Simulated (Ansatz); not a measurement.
CH$_{3}$ClF$_{2}$MoO$_{2}$

```yaml
atoms:
  - { symbol: C, position_ang: [0.5545, -1.5922, -0.2981] }
  - { symbol: O, position_ang: [-0.4107, -0.6482, 0.0622] }
  - { symbol: Mo, position_ang: [-0.6019, 1.1617, 0.2196] }
  - { symbol: O, position_ang: [-1.9883, 1.2868, 1.0980] }
  - { symbol: F, position_ang: [-0.9817, 1.2461, -1.5922] }
  - { symbol: F, position_ang: [-0.0864, 2.9225, -0.0059] }
  - { symbol: Cl, position_ang: [1.1791, 1.0765, 1.6714] }
  - { symbol: H, position_ang: [1.4286, -1.4620, 0.3510] }
  - { symbol: H, position_ang: [0.1367, -2.5906, -0.1623] }
  - { symbol: H, position_ang: [0.8533, -1.4517, -1.3409] }
```

Geometry: PBE0-D4/def2-TZVP; core potentials replace the inner electrons of Mo.

All numbers below come from RKS PBE0-D4/def2-TZVPP (Ansatz).

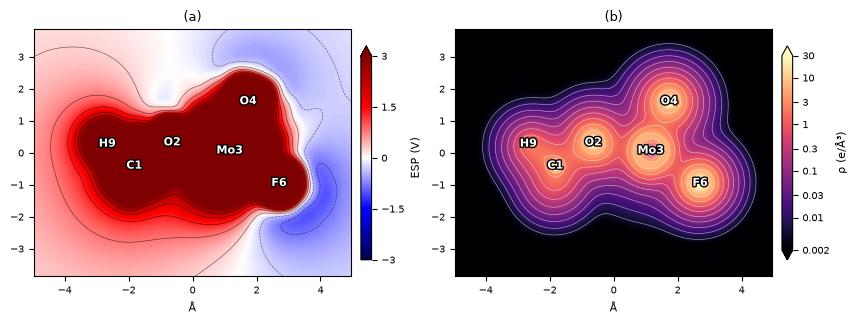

Figure 1. (a) molecular electrostatic potential; (b) electron density on the plane of atoms O2, Mo3 and F6.

**What does the map show?**

- Atoms in the plane: C, O, Mo, F and H.
- C–O (1.40 Å): the density is about 2.1 e/Å³ at the midpoint, with its minimum of 1.7 e/Å³ about 0.5 Å from C.
- Mo–O (1.65 Å): ρ is about 2.2 e/Å³ halfway.
- Mo–F (1.85 Å): the density is about 1.2 e/Å³ at the midpoint.
- C–H (1.09 Å): ρ is about 2.1 e/Å³ halfway.
- Mo–O (1.83 Å): ρ is about 1.3 e/Å³ halfway.
- Outside the dense part of the molecule the potential is most negative (−1.0 V) near F6.

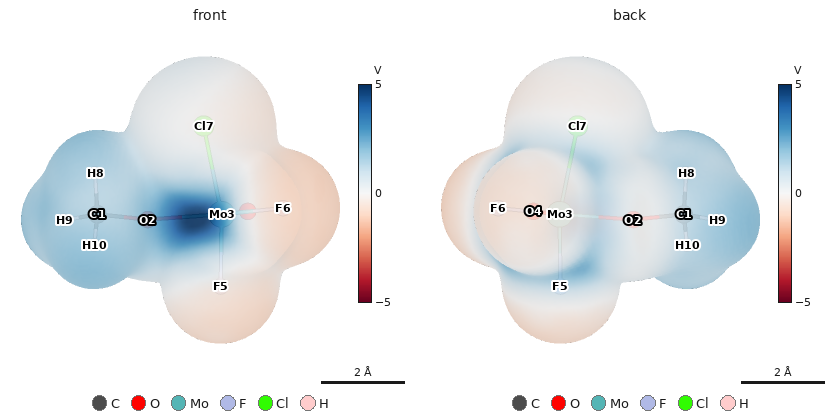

Figure 2. The electrostatic potential painted on the density surface at 0.004 e/bohr³, seen from the front and from behind; the colour scale runs from red (negative) to blue (positive).

**Describe the electrostatic potential map.**

The most negative region (about −1.0 V) lies over F6, the most positive (about +4.5 V) over Mo3.

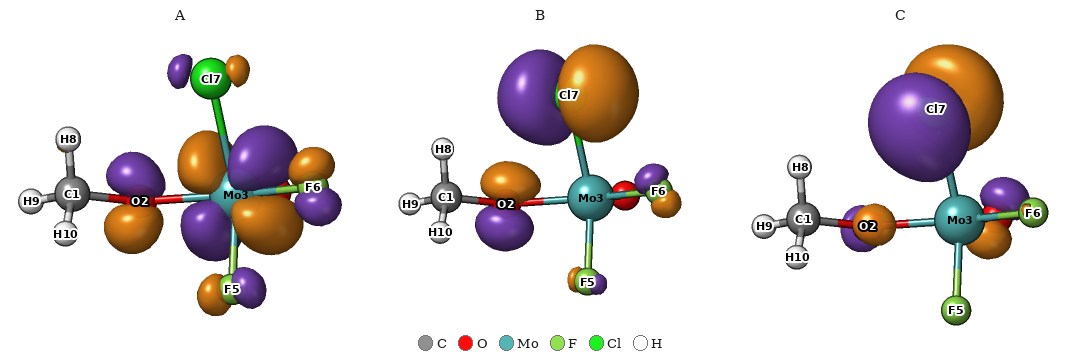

Figure 3. Three frontier orbitals at ±0.15 Å⁻³ᐟ² (orange and purple are the two phases), in no order.

**Order the three orbitals by energy and name them.**

C is the HOMO−1 (−9.61 eV). It lies mainly on Cl7 (about 80 %) and O4 (about 5 %); largely a lone pair of Cl7. B is the HOMO (−9.24 eV). It lies mainly on Cl7 (about 70 %) and O2 (about 15 %); largely a lone pair of Cl7. A is the LUMO (−4.12 eV). Its weight (Hirshfeld) is mainly on Mo3 (about 65 %), O2 (about 15 %) and F6 (about 5 %).

**What is the HOMO–LUMO gap?**

5.12 eV between the orbital energies.
